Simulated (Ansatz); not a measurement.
```
CELL_PARAMETERS angstrom
3.98976 0.00000 0.00000
0.00000 3.98976 0.00000
0.00000 0.00000 8.69553
ATOMIC_POSITIONS crystal
Ge 0.00000 0.50000 0.80628
Ge 0.50000 0.00000 0.80628
Ge 0.00000 0.50000 0.19372
Ge 0.50000 0.00000 0.19372
Ge 0.00000 0.50000 0.50000
Ge 0.50000 0.00000 0.50000
Pd 0.00000 0.00000 0.00000
```

Space group P4/mmm; a generated structure, not necessarily the stable one.

Computed with DFT PBE, scalar-relativistic, plane waves, PAW (Ansatz).

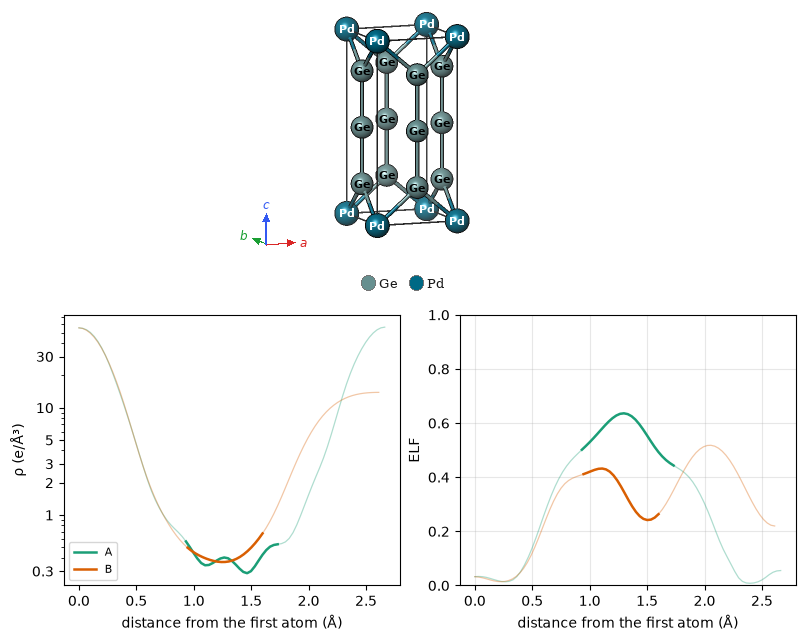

Ge$_{6}$Pd. Valence pseudo-density and ELF along straight lines between neighbouring atoms. Thin, pale parts lie inside the atomic spheres. The structure is drawn too.

Core electrons are frozen (PAW), and the valence fields are smoothed inside the atomic spheres.

Which curve belongs to which contact (Ge–Ge and Ge–Pd)? The first atom named is at distance zero.

Answer. Curve A: Ge–Ge (2.66 Å): ρ at the midpoint is about 0.37 e/Å³, with its minimum of 0.29 e/Å³ about 1.5 Å from Ge; the ELF peaks at about 0.65 between the atoms. Curve B: Ge–Pd (2.61 Å): ρ at the midpoint is about 0.37 e/Å³; the ELF is about 0.35 at the midpoint (no shared electron pair shows on this line).
